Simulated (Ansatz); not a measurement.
# Cost against accuracy: kpoints.mp_grid.grid for HfN (Fm-3m, 2 atoms in the cell)

```xyz
2
Lattice="0.0000 2.2983 2.2983 2.2983 0.0000 2.2983 2.2983 2.2983 0.0000" Properties=species:S:1:pos:R:3 pbc="T T T"
Hf     0.0000     0.0000     0.0000
N      2.2983     2.2983     2.2983
```

Method: PBE (plane waves, PAW; Ansatz, a program for electronic structure).

Base settings: basis.ecutwfc = 420 eV; kpoints.mp_grid.grid = 10 10 10; hamiltonian.xc = pbe; hamiltonian.pseudopotentials = {kind: paw} (the program's default PAW files); scf.occupations.method = cold; scf.occupations.width = 0.136 eV.

Misses are taken against the tightest run, 30 30 30, which need not be fully converged itself. The energy is the free energy per atom.

The count of work is k-points × plane waves × bands × iterations; it is no time, and leaves out set-up, grids and terms that scale otherwise. 

The starting cell comes from a database of computed structures (which also holds hypothetical and non-ambient phases and stackings), without a prior relaxation at this level. Its lattice was rescaled by a random factor within 2.5 % of one. In the base run, with a pressure of about -8 GPa the cell is away from its equilibrium volume at this level. Ansatz's pressure includes its estimate of the finite-basis (Pulay) stress.

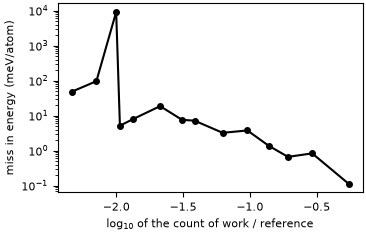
Miss against the count of work; the reference run is not drawn, and misses under 0.1 meV/atom are drawn there.

| kpoints.mp_grid.grid | energy less reference (meV/atom) | pressure less reference (GPa) | count of work / reference |
|---|---|---|---|
| 1 1 1 | 9191.73 | 96.86 | 0.0100 |
| 2 2 2 | 48.69 | -0.06 | 0.0047 |
| 3 3 3 | 96.78 | 1.63 | 0.0071 |
| 4 4 4 | 5.18 | 0.29 | 0.011 |
| 5 5 5 | -7.94 | -0.08 | 0.013 |
| 6 6 6 | -18.74 | -0.13 | 0.021 |
| 7 7 7 | 7.62 | 0.26 | 0.031 |
| 8 8 8 | 7.20 | 0.21 | 0.039 |
| 10 10 10 | 3.24 | 0.03 | 0.062 |
| 12 12 12 | -3.78 | -0.08 | 0.096 |
| 14 14 14 | 1.38 | 0.03 | 0.14 |
| 16 16 16 | -0.67 | -0.01 | 0.19 |
| 19 19 19 | -0.84 | -0.02 | 0.29 |
| 24 24 24 | 0.11 | 0.00 | 0.55 |
| 30 30 30 | 0.00 | 0.00 | 1.0 |

Coarsest setting among those run that, with all tighter ones, holds the energy within 10 meV/atom of the reference: 7 7 7, off by 7.6 meV/atom; it needs 0.031 of the reference's count of work. The coarser 4 4 4 also lies inside, but a setting between leaves the range again, so that is luck.

Coarsest setting among those run that, with all tighter ones, holds the energy within 1 meV/atom of the reference: 16 16 16, off by 0.67 meV/atom; it needs 0.19 of the reference's count of work.

The step from 7 7 7 to 14 14 14: it takes the miss in the energy from 7.6 to 1.4 meV/atom, for 4.5 times the count of work.

Keys are those of Ansatz 0.2.
